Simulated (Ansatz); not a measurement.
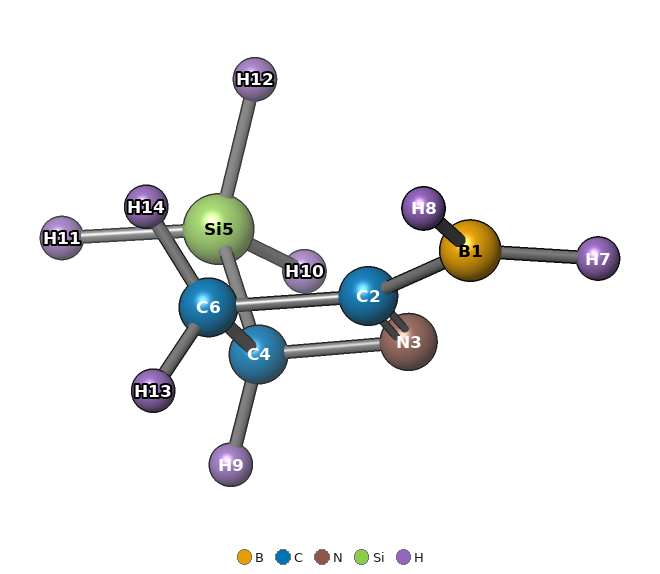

Atoms fade into the background with distance from the viewer. The geometry was computed by an optimisation with PBE-D4/def2-SVP. No frequency run is at hand to confirm it as a minimum.

> What is the conformation of the ring C2–N3–C4–C6?

It is planar. The Cremer–Pople amplitude Q is 0.03 Å.

> Give the torsion angles round the ring, beginning with the bond from its second to its third atom.

−2°, 2°, −2°, 2°.
